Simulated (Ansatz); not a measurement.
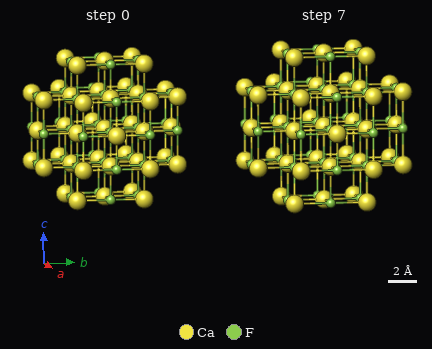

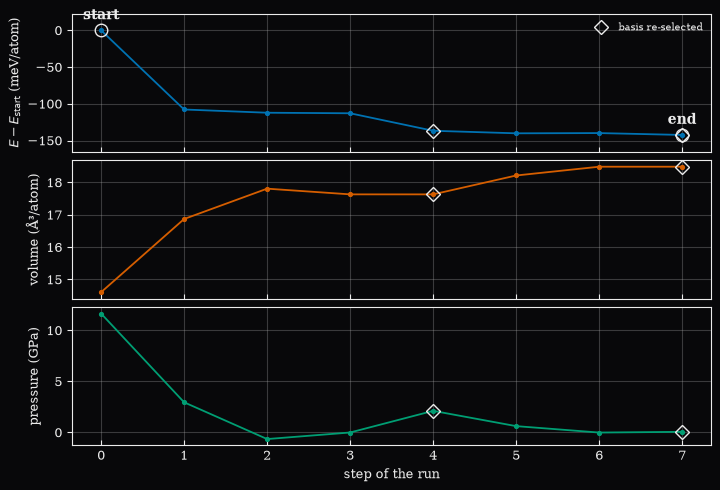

First and last geometry of a relaxation of crystalline CaF (a generated structure, set up in R-3m) (coarse preliminary run), with the history of the run. A ball-and-stick model of the conventional cell (4 times the calculation's cell), seen slightly off an axis. Lengths and directions refer to the drawn axes.

Method: Ansatz 0.2.0, DFT PBE, scalar-relativistic, plane waves, PAW.

Input file:
```yaml
crystal:
  lattice:
    - [1.72336653, 0.99498613, 2.83940082]
    - [-1.72336653, 0.99498613, 2.83940082]
    - [0.0, -1.98997226, 2.83940082]
  atoms:
    - { symbol: Ca, position: [0.5, 0.5, 0.5] }
    - { symbol: F, position: [0.0, 0.0, 0.0] }
basis:
  ecutwfc: 420
kpoints:
  mp_grid: { grid: [6, 6, 6] }
hamiltonian:
  xc: pbe
scf:
  occupations: { method: gaussian, width: 0.1 }
  lower_state_search: "off"
output:
  forces: true
  stress: true
  eigenvalues: true
relax:
  adjacent_minimum: "off"
  f_tol: 0.04
  max_steps: 70
  cell: { stress_tol: 0.4 }
```

Command:
```bash
ansatz run input.yaml --threads 1 --pin off --max-ram 2048MiB --backend cpu --events-out ev --progress --plain --runs-dir out
```

**Did the run converge, and what did it change?**

It converged. The atoms keep their places relative to the cell (all moves are under 0.005 Å). The drawn cell changes as follows: a = b = c 4.889 → 5.288 Å (+8.2 %), α 89.7° → 90.0°, β 90.3° → 90.0°, γ 90.3° → 90.0°; the volume changes by +26.6 %. Near-neighbour distances that change, for instance: Ca1–Ca1 3.447 → 3.739 Å, Ca1–Ca1 (another image) 3.467 → 3.740 Å, Ca1–F2 2.444 → 2.644 Å. The space group (tolerance 0.01 Å) goes from R-3m (No. 166) to Fm-3m (No. 225). Over 5 accepted moves (7 points after the start) the energy falls by 142 meV per atom. All forces vanish by symmetry, so only the cell relaxes. Pressure: 11.65 GPa at the start and 0.06 GPa at the end. At 2 points the geometry stayed and the basis and grid were re-selected for the new cell (energy shift of 23.8 meV per atom at most each time). Cost: 4.1 s on 1 thread of Intel(R) Xeon(R) 6975P-C (Granite Rapids) (shared host), peak memory 0.35 GiB.

```tsv
step	E − E(0), meV/atom	pressure, GPa	volume, Å³/atom	note
0	0.00	11.65	14.606	
1	-107.76	2.95	16.869	
2	-112.15	-0.65	17.807	
3	-112.90	-0.01	17.631	
4	-136.71	2.11	17.631	same geometry, new basis
5	-140.18	0.62	18.214	
6	-139.85	-0.01	18.486	
7	-142.40	0.06	18.486	same geometry, new basis
```
